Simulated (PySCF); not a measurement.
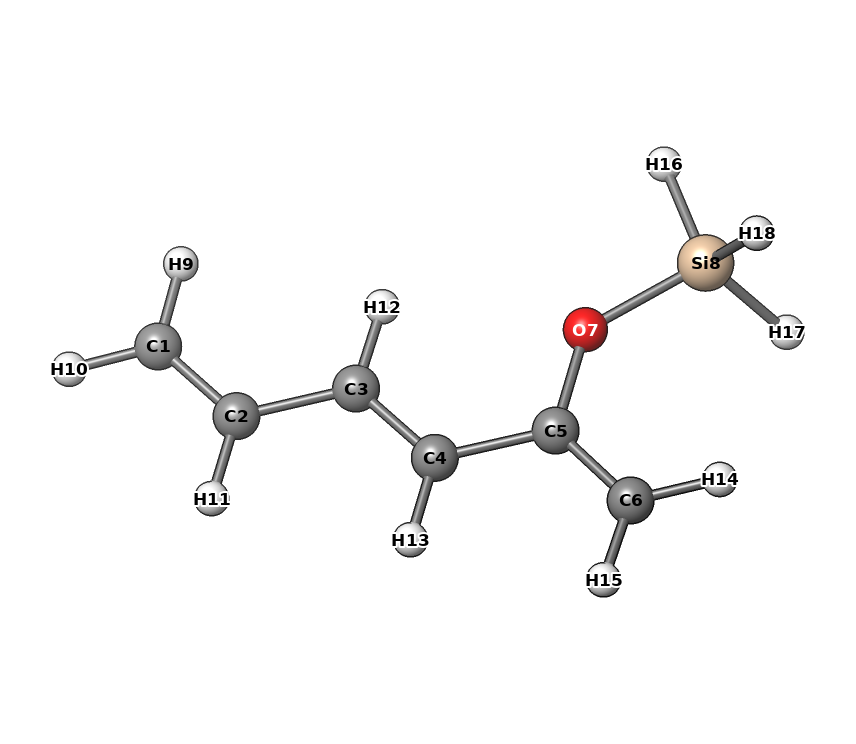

Computed geometry: GFN2-xTB optimisation. No frequency run is at hand to confirm it as a minimum. Electric field gradients from the ground-state density, PBE0/pcSseg-1 (PySCF 2.14.0), non-relativistic apart from any core potentials.

Give the largest field-gradient component, the quadrupole coupling constant and the asymmetry for 17O at O7 (Q = −25.6 mb), 2H at H9 (Q = 2.86 mb), 2H at H10 (Q = 2.86 mb), 2H at H11 (Q = 2.86 mb), 2H at H12 (Q = 2.86 mb).

```tsv
atom	V_zz (a.u.)	e²qQ/h (MHz)	η
O7	1.640	−9.87	0.07
H9	0.335	0.225	0.06
H10	0.338	0.227	0.05
H11	0.322	0.216	0.06
H12	0.321	0.216	0.05
```

The geometry is semi-empirical. Around Si such bond lengths and angles can be off by a tenth of an ångström or more and by several degrees, and values that hang on the shape move with them.
